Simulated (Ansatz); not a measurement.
Lu (P6_3/mmc, No. 194): a calculation's starting geometry.

Space group P6_3/mmc (No. 194). a = 3.496 Å, b = 3.496 Å, c = 5.450 Å, α = 90.00°, β = 90.00°, γ = 120.00°
```tsv
atom	site	symmetry	x	y	z
Lu	2d	-6m2	0.3333	0.6667	0.7500
```

Q: What will a projected-potential map along [210] show? Computed as the sum of neutral-atom potentials (tabulated electron scattering factors, B = 0.8 Å²) projected along the beam and smoothed by 0.25 Å; brighter is more positive. The display is stretched by a gamma of 0.7; percentages refer to the linear signal.

A: The columns repeat on a rectangular net of 1.75 × 2.72 Å (plane group p2mm). All columns are alike (Lu). The shortest distance between visible columns is 1.75 Å in projection. Along the beam the structure repeats every 6.06 Å.

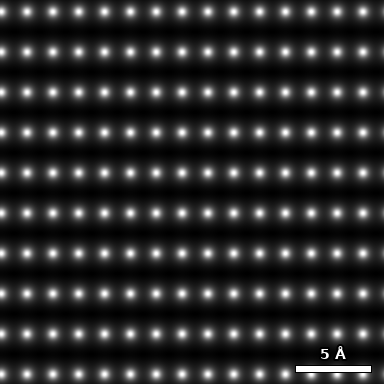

The simulated image.

Q: What mean inner potential do neutral atoms give for this crystal?

A: About 22 V (the sum of the forward scattering factors over the cell volume; bonding usually lowers the true value).
